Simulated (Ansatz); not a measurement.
# Li3SI (antiperovskite) (Pm-3m): the dielectric response by several routes

Wanted: ε∞ of Li3SI (antiperovskite) (Pm-3m) from perturbation theory, a sum over states and the RPA step of G0W0, with cost.

Main program and level: Ansatz 0.2.0; linear response on PBE, plane waves, PAW.

The structure was built from a prototype and need not be the compound's stable phase.

## (1) The structure

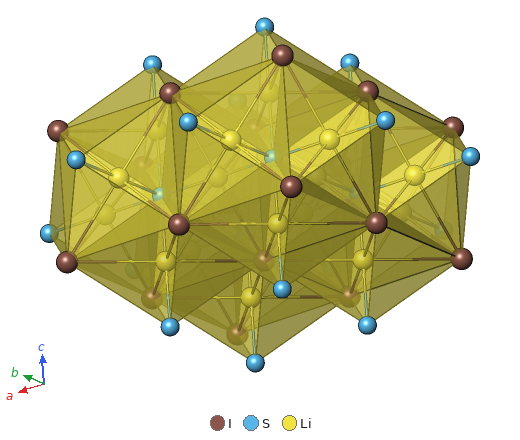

Start, viewed from a free direction; iodine brown, sulfur blue, lithium yellow. 2×2×1 cells are drawn. Some periodic images of atoms are drawn too.

The structure was relaxed with PBE. The structure type comes from a generator and need not be one that this composition takes. The runs that relaxed it are not among those shown. Spin-orbit coupling is left out unless a step names it. The default PAW set here is soft_2. Its files were made with PBE.

## (2) Response to a homogeneous field

ε∞ sets how strongly the crystal screens. Perturbation theory gives it with local fields and without a sum over empty bands.

This step: dielectric response by perturbation theory, PBE, plane waves, PAW.

Input file input.yaml:

```yaml
crystal:
  lattice:
    - [4.7368166536, 0.0, 0.0]
    - [0.0, 4.7368166536, 0.0]
    - [0.0, 0.0, 4.7368166536]
  atoms:
    - { symbol: I, position: [0.0, 0.0, 0.0] }
    - { symbol: S, position: [0.5, 0.5, 0.5] }
    - { symbol: Li, position: [0.5, 0.5, 0.0] }
    - { symbol: Li, position: [0.5, 0.0, 0.5] }
    - { symbol: Li, position: [0.0, 0.5, 0.5] }
kpoints:
  mp_grid: { grid: [4, 4, 4] }
hamiltonian:
  xc: pbe
scf:
  occupations: { method: fixed }
dielectric: {}
```

Command:

```
$ ansatz run input.yaml --threads 4 --pin off --max-ram 17510MiB --backend cpu --events-out ev --progress --plain --runs-dir out
```

Numbers of over 12 decimals in the logs are rounded to 6 here.

What it wrote:

```text
Engine: ansatz 0.2.0, aarch64-unknown-linux-gnu
Pseudopotentials: kind: paw
Pseudopotential: I, paw, valence charge 17, recommended cutoff 420 eV (normal), I.paw.azcp
Pseudopotential: S, paw, valence charge 6, recommended cutoff 420 eV (normal), S.paw.azcp
Pseudopotential: Li, paw, valence charge 3, recommended cutoff 420 eV (normal), Li.paw.azcp
Functional definition: PBE
  parameter kappa = 0.804
  parameter beta = 0.066725
  exchange = pbe_x(kappa = kappa, mu = beta*pi^2/3)
  correlation = pbe_c(beta = beta)
Crystal: 5 atoms, lattice volume = 106.282 Å³
Basis set: ecut = 420 eV, 2103 PW (Γ), exchange–correlation on 64×64×64 points (8 copies of the dense FFT grid, shifted against one another)
Bands: 21, of which v1, the nominal top of the filled ones, is band 16 counted from 1 (15 counted from 0)
Symmetry: 48 space group operations
k-points: 18 of 64 (irreducible under 8 space group operations, time reversal used)
Non-local potential: I, projectors of the file, l = 0: 2, l = 1: 2, l = 2: 2, l = 3: 2
Non-local potential: S, projectors of the file, l = 0: 2, l = 1: 2, l = 2: 2
Non-local potential: Li, projectors of the file, l = 0: 3, l = 1: 2, l = 2: 1
PAW form: soft (Blöchl's): semilocal exchange-correlation on the pseudo side does not see the compensation charge
PAW one-centre angular grid: I, 590 points (default); XC on 64 Gauss nodes
PAW one-centre angular grid: S, 110 points (default); XC on 64 Gauss nodes
PAW one-centre angular grid: Li, 110 points (default); XC on 64 Gauss nodes
Initial density: superposition of atomic densities (neutral atoms: chi_scale 0, normalization atom), corrected by the library's trained network
Initial wavefunctions: pseudopotential atomic-orbital guess
Functional: x = pbe(κ = 0.804, μ = 0.219515), c = pbe(β = 0.066725)
SCF iter   1: F=—  HF=-9035.229383 eV  |F-HF|=—  |Δ(HF+E_count)|=         —  Δρ=4.74e-4  dr2=1.93e-4  ethr=1.77e-3  ⟨swp⟩=5.4  Hψ=1644  notcnv=0  defer=46
preconditioner: auto → Resta (q_TF=auto, 2.234 Å⁻¹)  ε∞=3.2  [insulator: Δε(μ)=3.517 eV  Ē_g=9.662 eV  n_scr=18 (ndim 8)  ℏωp=14.4 eV  f_vac=0.000  ε∞_Penn≈3.2]
SCF iter   2: F=—  HF=-9035.228481 eV  |F-HF|=—  |Δ(HF+E_count)|=   9.01e-4  Δρ=2.79e-4  dr2=7.40e-5  ethr=6.03e-7  ⟨swp⟩=2.6  Hψ=864  notcnv=0  defer=52
SCF iter   3: F=—  HF=-9035.228530 eV  |F-HF|=—  |Δ(HF+E_count)|=   4.88e-5  Δρ=1.54e-4  dr2=2.25e-5  ethr=2.31e-7  ⟨swp⟩=2.2  Hψ=542  notcnv=0  defer=48
SCF iter   4: F=—  HF=-9035.228575 eV  |F-HF|=—  |Δ(HF+E_count)|=   4.47e-5  Δρ=4.04e-5  dr2=1.59e-6  ethr=7.02e-8  ⟨swp⟩=2.0  Hψ=615  notcnv=0  defer=51
SCF iter   5: F=—  HF=-9035.228578 eV  |F-HF|=—  |Δ(HF+E_count)|=   2.62e-6  Δρ=9.12e-6  dr2=8.06e-8  ethr=4.97e-9  ⟨swp⟩=2.0  Hψ=594  notcnv=0  defer=33
SCF iter   6: F=—  HF=-9035.228578 eV  |F-HF|=—  |Δ(HF+E_count)|=   3.23e-8  Δρ=1.92e-6  dr2=4.81e-9  ethr=2.52e-10  ⟨swp⟩=2.0  Hψ=591  notcnv=0  defer=33
SCF iter   7: F=-9035.228578 eV  HF=-9035.228578 eV  |F-HF|=4.37e-11  |Δ(HF+E_count)|=  7.51e-10  Δρ=2.45e-7  dr2=7.25e-11  ethr=1.00e-12  ⟨swp⟩=8.8  Hψ=1997  notcnv=0
SCF 1 converged in 7 iterations: F = -9035.228578 eV  dr2 = 7.25e-11
  greatest PAW one-centre occupation: 1.000 electrons in one spin orbital (limit 2), on the Li atom at site 2 (counted from 0), in its partial waves of l = 0
DFPT response loops at Γ: preconditioner auto → none (the input reference at scf.mixing.eps_inf says where Resta's filter doesn't serve); β = 0.50; Broyden in place of MSR1
── the response to a field inside a basis, on 6×6×6 k-points: an SCF that follows is theirs, and a resumed run solves both again ──
Bands: 17, of which v1, the nominal top of the filled ones, is band 16 counted from 1 (15 counted from 0)
k-points: 10 of 216
Initial density: handed on by an earlier stage of this run
Initial wavefunctions: pseudopotential atomic-orbital guess (no wavefunctions were taken with the density)
Eigensolver: Dense (10 Hₖ)
SCF iter   1: F=—  HF=-9035.225462 eV  |F-HF|=—  |Δ(HF+E_count)|=         —  Δρ=8.52e-5  dr2=3.74e-6  ethr=1.00e-1
preconditioner: auto → Resta (q_TF=auto, 2.234 Å⁻¹)  ε∞=4.0  [insulator: Δε(μ)=3.951 eV  Ē_g=8.354 eV  n_scr=18 (ndim 8)  ℏωp=14.4 eV  f_vac=0.000  ε∞_Penn≈4.0]
SCF iter   2: F=—  HF=-9035.225464 eV  |F-HF|=—  |Δ(HF+E_count)|=   2.05e-6  Δρ=4.38e-5  dr2=8.65e-7  ethr=1.17e-8
SCF iter   3: F=-9035.225465 eV  HF=-9035.225465 eV  |F-HF|=4.01e-8  |Δ(HF+E_count)|=   1.10e-6  Δρ=8.47e-6  dr2=6.20e-8  ethr=2.70e-9
SCF 1 converged in 3 iterations: F = -9035.225465 eV  dr2 = 6.20e-8
  greatest PAW one-centre occupation: 1.000 electrons in one spin orbital (limit 2), on the Li atom at site 4 (counted from 0), in its partial waves of l = 0
DFPT response loops at Γ: mixed as the last ones told, above
SCF converged after 7 iterations
Free energy (F): -9035.228578 eV
Harris-Foulkes:  -9035.228578 eV  (|F-HF|=4.37e-11)
Internal energy: -9035.228578 eV  (E = F + TS)
E sigma→0 (E₀):  -9035.228578 eV
Fermi energy:    3.020119 eV
--- Per-component energies (eV) ---
  E_band       = -667.873233
  E_kinetic    = 362.269988
  E_local      = -2642.765556  (includes V_loc(G=0)·N_el)
  E_nonlocal   = -161.699601
  E_hartree    = 1247.174093
  E_xc         = -258.731793
  E_vxc        = -259.303828  (∫ρ·V_xc dr)
  E_paw        = -5480.280313  (= ΣΔE_a)
  E_vpaw       = -460.722375  (= ΣTr[D̂ρ^β])
  E_aug_tail   = 0.000141  (compensation charges beyond the density's cutoff)
  E_ewald      = -2101.195537
  E_smearing   = -0.000000  (= −TS)
  E_closure    = -0.000000  (closes the sum)
  Σ components = -9035.228578   (vs F -9035.228578, Δ=0.00e0)
--- Band table (eV; the first three rows and the last of 18) ---
  k-point 0: bands = [... 12 lower, 0.9293, 2.7987, 2.7987, 2.7987, 6.7465, 7.7680, 7.7680, 11.3685, ... 1 higher]
  k-point 1: bands = [... 12 lower, 1.1789, 2.1601, 2.5188, 2.5188, 7.6730, 7.8664, 8.9158, 10.0986, ... 1 higher]
  k-point 2: bands = [... 12 lower, 1.7451, 1.7451, 1.9130, 1.9130, 7.9866, 8.7365, 10.1041, 10.1041, ... 1 higher]
  k-point 17: bands = [... 12 lower, 0.8936, 1.8093, 1.8093, 1.8093, 9.7189, 9.7189, 9.7189, 10.1704, ... 1 higher]
--- Dielectric response (ions clamped): 3 representative field directions + reference, inside a basis on a mesh of 216 k-points (Σ response iterations 15) ---
  ε∞ (high-frequency dielectric tensor):
        4.180000     0.000000     0.000000
        0.000000     4.180000     0.000000
        0.000000     0.000000     4.180000
  Born effective charges Z* (e; rows j = field, columns β = displacement):
    site 0:
        -1.49814   -0.00000    0.00000
        -0.00000   -1.49814    0.00000
         0.00000   -0.00000   -1.49814
    site 1:
        -2.05272    0.00000    0.00000
         0.00000   -2.05272    0.00000
         0.00000    0.00000   -2.05272
    site 2:
         1.16295    0.00000    0.00000
        -0.00000    1.16295    0.00000
         0.00000    0.00000    1.22497
    site 3:
         1.16295   -0.00000    0.00000
        -0.00000    1.22497    0.00000
         0.00000    0.00000    1.16295
    site 4:
         1.22497    0.00000    0.00000
         0.00000    1.16295    0.00000
         0.00000    0.00000    1.16295
  Z* charge neutrality: 6.100e-4 e pre-enforcement
  solved inside a basis spanned on kpoints, on 6×6×6 k-points, its susceptibility summed on 8×8×8: ε∞ is read to err by 1.0e-2, Z* by 1.8e-2 e (field_mesh: kpoints solves on kpoints); Z* is corrected for what the basis lacks
```

It took 8.6 s on 4 threads of Arm Neoverse V2, shared host; peak memory 0.51 GiB; 30 s of CPU time.

Reading the cycles: dr2 is the Hartree energy of the density residual (eV), the measure of convergence; HF is the Harris–Foulkes estimate of the energy, which meets the free energy F at convergence.

Numbers from this step:

| Quantity | Value |
| --- | --- |
| stated error of ε∞ | 0.01 |

One over ε∞ averages 0.24, near the quarter of exact exchange in PBE0.

High-frequency dielectric tensor:

```
4.18 0.00 0.00
0.00 4.18 0.00
0.00 0.00 4.18
```

Born effective charge (e), principal values of the symmetric part by kind of site:

```tsv
atom	atoms with these values	low	middle	high	mean
I1	1	-1.50	-1.50	-1.50	-1.50
S2	1	-2.05	-2.05	-2.05	-2.05
Li3	3	1.16	1.16	1.22	1.18
```

In full for S2:

```
-2.05  0.00  0.00
 0.00 -2.05  0.00
 0.00  0.00 -2.05
```

## (3) Independent-particle spectrum

The independent-particle spectrum shows where the oscillator strength lies, before excitons and local fields.

This step: independent-particle optics on PBE, plane waves, PAW.

input.yaml: that of step 2 with these lines changed.

```diff
@@ -12,3 +12,3 @@
 kpoints:
-  mp_grid: { grid: [4, 4, 4] }
+  mp_grid: { grid: [6, 6, 6] }
 hamiltonian:
@@ -17,2 +17,4 @@
   occupations: { method: fixed }
-dielectric: {}
+  n_extra_bands: 72
+output:
+  optics: { e_range: [0, 25], de: 0.1, sigma: 0.2 }
```

What it wrote:

```text
[...]
Crystal: 5 atoms, lattice volume = 106.282 Å³
Basis set: ecut = 420 eV, 2103 PW (Γ)
Bands: 88, of which v1, the nominal top of the filled ones, is band 16 counted from 1 (15 counted from 0)
Symmetry: 48 space group operations
[...]
k-points: 20 of 216
[...]
SCF iter   1: F=—  HF=-9035.230441 eV  |F-HF|=—  |Δ(HF+E_count)|=         —  Δρ=6.66e-4  dr2=9.75e-4  ethr=1.77e-3  ⟨swp⟩=5.0  Hψ=6179  notcnv=0  defer=1381
[...]
SCF iter  10: F=-9035.229996 eV  HF=-9035.229996 eV  |F-HF|=3.64e-12  |Δ(HF+E_count)|=   1.80e-9  Δρ=3.14e-8  dr2=1.90e-12  ethr=1.00e-12  ⟨swp⟩=14.2  Hψ=16399  notcnv=0
SCF 1 converged in 10 iterations: F = -9035.229996 eV  dr2 = 1.90e-12
[...]
Optics k sum: 0 of 20 k-points
Optics k sum: 1 of 20 k-points
[...]
Optics k sum: 20 of 20 k-points
SCF converged after 10 iterations
Free energy (F): -9035.229996 eV
[...]
Internal energy: -9035.229996 eV  (E = F + TS)
E sigma→0 (E₀):  -9035.229996 eV
Fermi energy:    3.020142 eV
[...]
--- Band table (eV; the first three rows and the last of 20) ---
  k-point 0: bands = [... 12 lower, 0.9292, 2.7984, 2.7984, 2.7984, 6.7462, 7.7676, 7.7676, 11.3685, ... 68 higher]
  k-point 1: bands = [... 12 lower, 1.0423, 2.4520, 2.6713, 2.6713, 7.2309, 7.8146, 8.2951, 10.4069, ... 68 higher]
  k-point 2: bands = [... 12 lower, 1.3600, 1.8988, 2.3185, 2.3185, 7.9225, 8.1420, 9.6361, 9.9650, ... 68 higher]
  k-point 19: bands = [... 12 lower, 0.8924, 1.8100, 1.8100, 1.8100, 9.7184, 9.7184, 9.7184, 10.1702, ... 68 higher]
```

Elapsed: 16 s, on 4 threads; peak memory 0.85 GiB; 61 s of CPU time.

This step gave:

```
ε∞ without local fields (xx, yy, zz)                                   : 4.600, 4.600, 4.600
electrons in the f-sum (xx, yy, zz)                                    : 27.01, 27.01, 27.01
bands in the explicit sum (the static value is completed to all bands) : 88
```

The sum gives ε∞ = 4.60 without local fields.

Independent particles, no local fields, Gaussian width 0.2 eV. Table of ε₂, xx=yy=zz by photon energy; read off at these points:

```tsv
photon energy (eV)	ε₂, xx=yy=zz
2.0	0
4.0	1.24
5.1	8.85
6.0	7.59
6.7	7.18
8.0	4.41
10.0	1.96
12.0	0.925
14.0	0.432
16.0	0.428
18.0	0.378
20.0	0.161
22.0	0.0802
24.0	0.0583
```

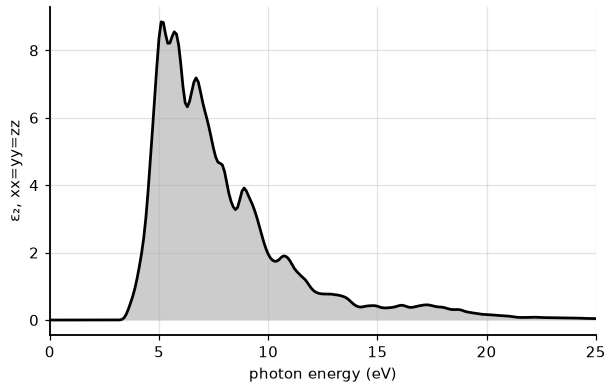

ε₂, xx=yy=zz, plotted against photon energy.

The loss function, xx=yy=zz has structure finer than the step of the table below, so its rows give means over 2 eV, whole bins alone (the curve runs from 0 to 25 eV). Peaks (eV: height): 15.2: 2.64, 18.9: 2.05.

Independent particles, no local fields, Gaussian width 0.2 eV. The loss function, xx=yy=zz by photon energy; means over each step:

```tsv
photon energy (eV)	loss function, xx=yy=zz
2	0
4	0.0209
6	0.118
8	0.225
10	0.347
12	0.670
14	1.73
16	2.05
18	1.87
20	1.20
22	0.332
24	0.158
```

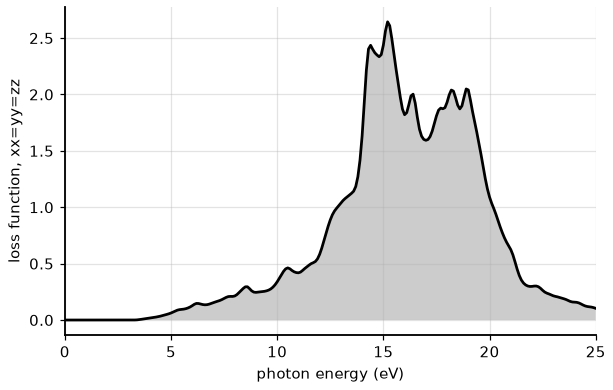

Loss function, xx=yy=zz against photon energy.

## (4) RPA screening from the G0W0 run

G0W0 replaces the xc potential by the self-energy, built once from these orbitals. Only a window of levels is corrected, while the sums run over the empty bands that the input names.

This step: G0W0 on PBE, plane waves, PAW.

input.yaml, the sections that differ from step 3:

```yaml
kpoints:
  mp_grid: { grid: [4, 4, 4] }
scf:
  occupations: { method: fixed }
gw:
  n_empty_bands: 317
  ecut_chi: 120.0
  qp_bands: [v2, c2]
  qp_kpoints: band_edges
  screening: { model: contour_deformation }
# crystal, hamiltonian: as in step 3
# output: removed
```

What it wrote:

```text
[...]
Crystal: 5 atoms, lattice volume = 106.282 Å³
Basis set: ecut = 420 eV, 2103 PW (Γ)
Bands: 21, of which v1, the nominal top of the filled ones, is band 16 counted from 1 (15 counted from 0)
Symmetry: 48 space group operations
[...]
k-points: 10 of 64
[...]
3    18      8.8018    -5.1689    -3.7477    -9.3479  0.8004     9.2358     9.2331  root
[...]
7    15      2.5591   -17.3933     2.0574   -14.1375  0.7656     1.3373     1.3608  root
     7    16      2.7750   -17.5698     1.8984   -14.4860  0.7710     1.5680     1.5896  root
     7    17      7.7352    -4.2354    -3.5751    -8.2570  0.8109     8.1842     8.1817  root
     7    18      8.2260    -4.2075    -3.6059    -8.2535  0.8088     8.6685     8.6661  root
[key lines of the parts left out:]
SCF converged after 6 iterations
Free energy (F): -9035.228906 eV
Fermi energy:    3.020158 eV
```

Run time: 44 s. Hardware: 4 threads; peak memory 1.1 GiB; 2.8 min of CPU time.

Numbers from this step:

```yaml
bands_summed: 333
rpa_eps_infinity_on_this_mesh_eigenvalues: 3.857, 3.857, 3.857
plane_waves_in_the_screening_matrix: 305
g0w0_gap_on_the_mesh: 5.046 eV
k_of_the_valence_top: 0, -0.5, -0.5
k_of_the_conduction_bottom: 0, -0.5, -0.5
starting_gap_on_the_mesh: 3.515 eV
least_direct_g0w0_gap_on_the_computed_points: 5.046 eV
```

The gap on the mesh goes from 3.51 eV to 5.05 eV, a correction of +1.53 eV. Between the two edge states, bare exchange in place of the xc potential would open the gap by 6.76 eV, and correlation takes back 5.23 eV.

Mean over the mesh in bins of 0.25 1/Å. Static inverse dielectric function, diagonal against length of q+G:

```tsv
length of q+G (Å⁻¹)	static inverse dielectric function, diagonal
0.33	0.283
0.51	0.331
0.76	0.383
1.03	0.450
1.28	0.516
1.50	0.575
1.74	0.640
2.02	0.708
2.27	0.760
2.51	0.798
2.77	0.831
3.00	0.857
3.24	0.880
3.50	0.901
3.75	0.919
4.01	0.934
4.27	0.947
4.51	0.957
4.75	0.965
5.00	0.972
5.26	0.978
5.50	0.983
```

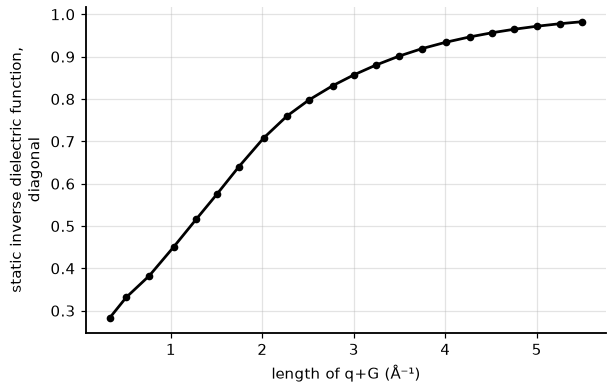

Static inverse dielectric function, diagonal, plotted against length of q+G.

## (5) The values together

Times are wall times on 4 threads of Arm Neoverse V2, shared host, good to a factor of about two.

```tsv
method	mesh	ε∞, low	middle	high	mean	time
perturbation theory (local fields and xc kernel)	4×4×4 (response on 216 points)	4.18	4.18	4.18	4.18	8.6 s
sum over states (no local fields)	6×6×6	4.60	4.60	4.60	4.60	16 s
RPA with local fields, on the GW mesh	4×4×4	3.86	3.86	3.86	3.86	44 s
```

## (6) Outcome

- perturbation theory (local fields and xc kernel): 4.18, 4.18, 4.18
- sum over states (no local fields): 4.60, 4.60, 4.60
- RPA with local fields, on the GW mesh: 3.86, 3.86, 3.86

Mean Born effective charge: I1 -1.50, S2 -2.05, Li3 1.18 e. The ε₂, xx=yy=zz has its highest peak at 5.1 eV. The most distinct maxima of the loss function, xx=yy=zz lie at 15.2 and 18.9 eV, the highest at 15.2 eV. The sum without local fields gives 4.60 in the mean against 4.18 by perturbation theory; local fields lower ε∞ and the xc kernel gives part of it back, though the sum also carries the error of its own mesh. The RPA values on the 4×4×4 mesh average 0.92 times those of perturbation theory (means 3.86 and 4.18). Without the xc kernel RPA should lie a little lower, as the mean does. PBE usually puts the gap too low, which tends to raise ε∞. Ions are clamped, so the lattice part of the static constant is not in these numbers.

[Paths, hosts, dates, memory and timing lines, banners, echoed tables and standing remarks are left out of the program output.]

[Logs are printed without paths, hosts, clocks, repeated set-up lines and the standing remarks that a program may print on its own settings, such as how far it seeks lower states.]

[Runs of the session that timed out or met a known fault of the program may be left out.]

[Cells called generated may have been cut or substituted from an entry of the Crystallography Open Database or the Materials Project.]

[Hosts, paths, dates, database ids (printed as entryN), source tags and the programs' standing remarks are cut or masked in the printed files.]
